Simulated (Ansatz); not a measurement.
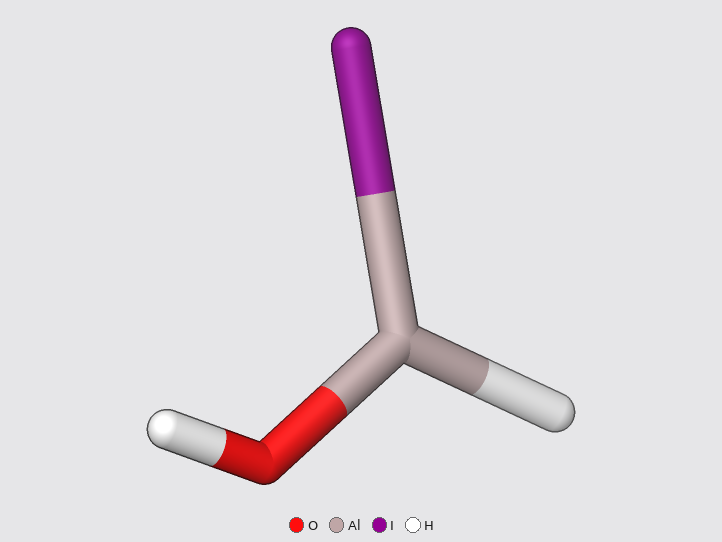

A stick model of a molecule. Every bond is drawn as one stick, whatever its order.

The geometry was computed by an optimisation with PBE0-D4/def2-TZVP.

Identify the structure.

Formula AlH₂IO. SMILES: `[OH][AlH][I]`. This geometry has Cs symmetry. All atoms lie on one plane. Coordination: 1 O bent; 1 Al trigonal planar.

The parts below concern this one geometry. Atoms keep their numbers from picture to picture.

### Dipole moment

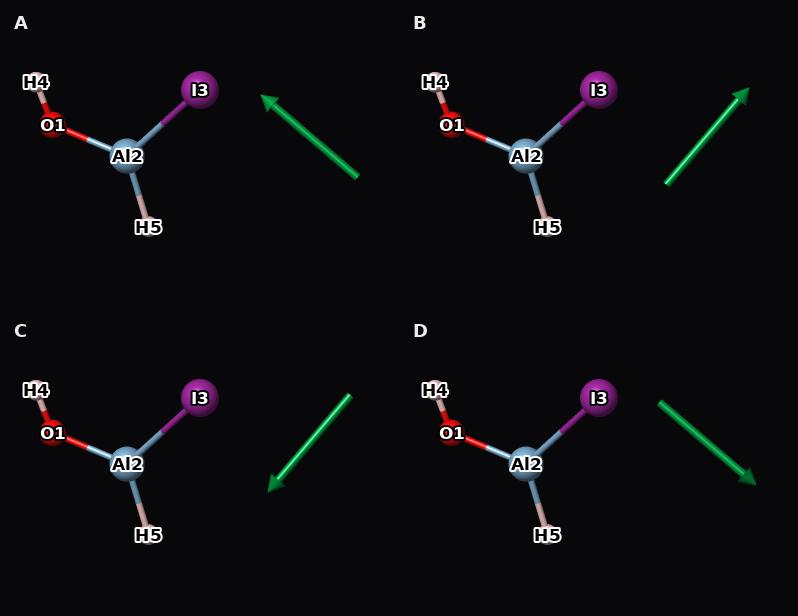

The same molecule four times, each with an arrow. Properties computed with RKS ωB97M-V/def2-TZVPP, core potentials on I (Ansatz 0.2.0).

Which arrow points along the dipole moment, from the negative to the positive end?

A. The dipole moment is 0.72 D; it points from the side of H5 to the side of H4 (the outermost atoms at the two ends).

### Electronic properties

Method: RKS PBE0-D4/def2-TZVPP, core potentials on I (Ansatz 0.2.0).

What is the vertical ionisation energy?

10.09 eV.

Estimate the HOMO–LUMO gap.

6.78 eV.

What is the HOMO energy (Kohn–Sham orbital)?

−7.85 eV.

### Thermal motion

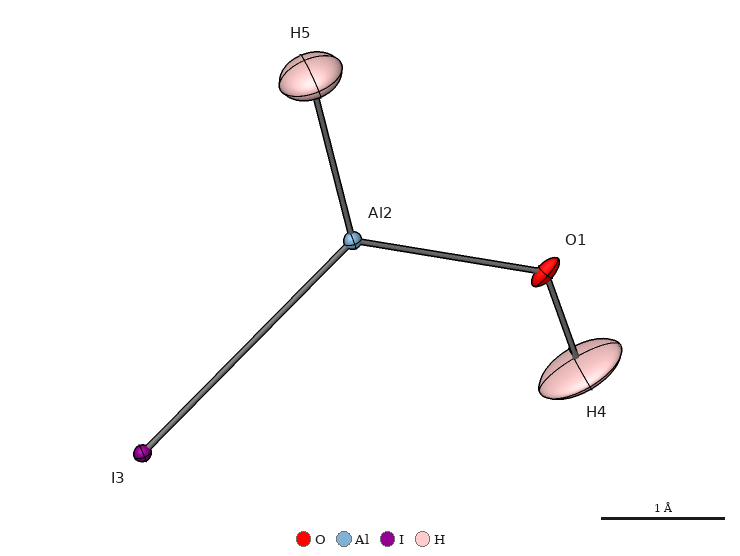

Displacement ellipsoids at the 50 % level, from the internal vibrations of the free molecule (harmonic, no overall translation or rotation; no half-axis is drawn under 0.075 Å). Vibrations computed with RKS PBE0-D4/def2-TZVP, core potentials on I (Ansatz 0.2.0). Temperature: 298 K.

Give the displacement parameters, one line for each set of equivalent atoms.

```tsv
atom	U_eq (Å²)	rms amplitudes (Å)
O1	0.0038	0.025, 0.029, 0.099
Al2	0.0016	0.020, 0.041, 0.052
I3	0.00012	0.001, 0.006, 0.018
H4	0.0387	0.074, 0.223, 0.246
H5	0.0257	0.102, 0.175, 0.190
```
